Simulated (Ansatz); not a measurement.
## Electronic structure of FH3O3Sn (SMILES [OH][Sn]([OH])([OH])[F]) in real space

The calculation's input:

```
crystal:
  periodic: [false, false, false]
  atoms:
    - {symbol: O, position_ang: [-1.241679, 1.129380, 0.797676]}
    - {symbol: Sn, position_ang: [0.114602, 0.109303, -0.130421]}
    - {symbol: O, position_ang: [1.855275, 0.194666, 0.694407]}
    - {symbol: O, position_ang: [-0.351293, -1.763092, -0.277135]}
    - {symbol: F, position_ang: [0.214458, 0.925468, -1.852407]}
    - {symbol: H, position_ang: [-1.463061, 1.940426, 0.330113]}
    - {symbol: H, position_ang: [2.255457, -0.675449, 0.784266]}
    - {symbol: H, position_ang: [-1.291659, -1.917701, -0.402300]}
basis:
  gaussian: {orbitals: def2-TZVPP}
hamiltonian: {xc: pbe0, dispersion: d4}
output: {orbitals: {seedname: orbitals}}
```

Launched as:

```sh
ansatz run in.yaml --threads 4 --pin off --events-out ev --progress --plain --max-ram 10444MiB
```

Geometry: PBE0-D4/def2-TZVP; core potentials replace the inner electrons of Sn.

Level of theory: RKS PBE0-D4/def2-TZVPP in Ansatz 0.2.0.

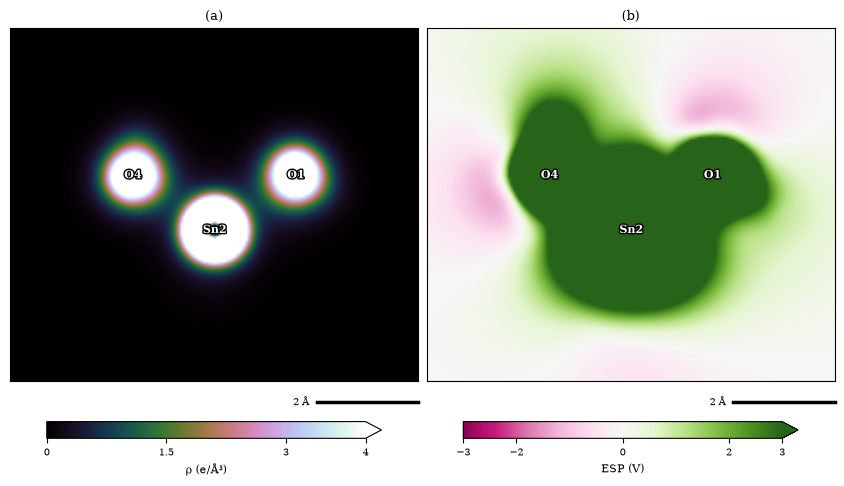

Figure 1. (a) electron density; (b) molecular electrostatic potential on the plane of atoms O1, Sn2 and O4.

> Read the bonding off the picture.

The section cuts through O and Sn sites.
Sn–O (1.93 Å): the density is about 0.9 e/Å³ at the midpoint.
Outside the dense part of the molecule the potential is most negative (−1.3 V) near O4.

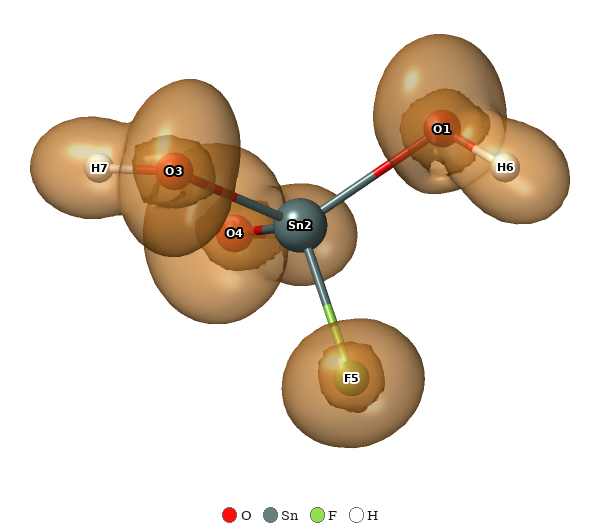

Figure 2. Isosurface of the ELF at 0.75 (orange), seen from one side. Only the valence region is drawn (cores and ρ < 0.01 e/Å³ removed).

> Identify the bonds, lone pairs and shells in this picture.

The ELF exceeds this value in one region wrapped around F (its valence shell) and three joined regions spread over several atoms (H, O), in which their bonds and any lone pairs are merged.


Sn–F (1.91 Å): the ELF peaks at about 0.80 in the valence shell of F, 0.5 Å from its nucleus, and drops to about 0.15 between the two atoms. Sn–O (1.93 Å): the ELF peaks at about 0.85 in the valence shell of O, 0.6 Å from its nucleus, and drops to about 0.15 between the two atoms.

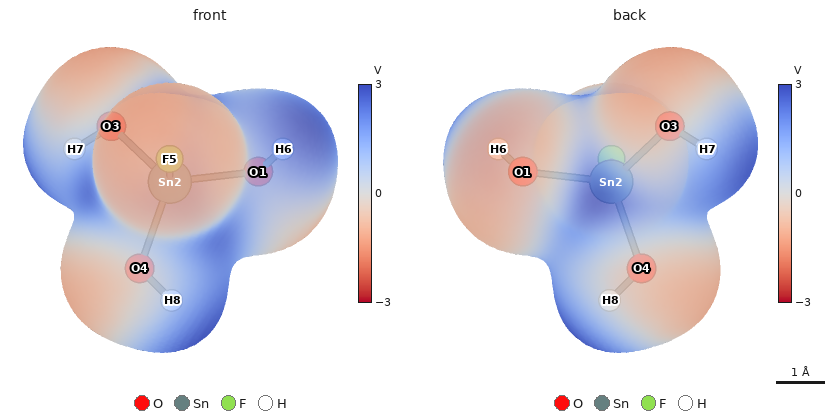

Figure 3. The electrostatic potential painted on the density surface at 0.002 e/bohr³, seen from the front and from behind; the colour scale runs from red (negative) to blue (positive).

> Which sites attract a positive test charge, and which a negative one?

A positive charge is drawn to the negative regions and a negative charge to the positive ones. The most negative region (about −1.2 V, or −28 kcal/mol for a unit charge) lies over O3 and F5, the most positive (about +2.7 V, or +62 kcal/mol for a unit charge) over H6, H7 and H8.

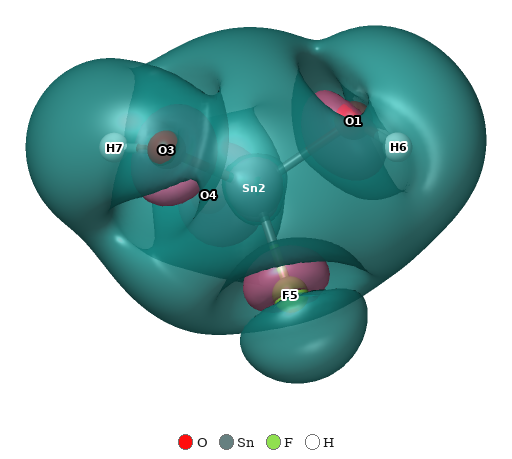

Figure 4. The LUMO at ±0.04 Å⁻³ᐟ² (teal and pink are the two phases), seen from one side.

> What is the character of this orbital?

Its weight (Hirshfeld) is mainly on Sn2 (about 45 %), O3 (about 10 %), O1 (about 10 %), O4 (about 10 %) and F5 (about 10 %). Its energy is −2.03 eV.
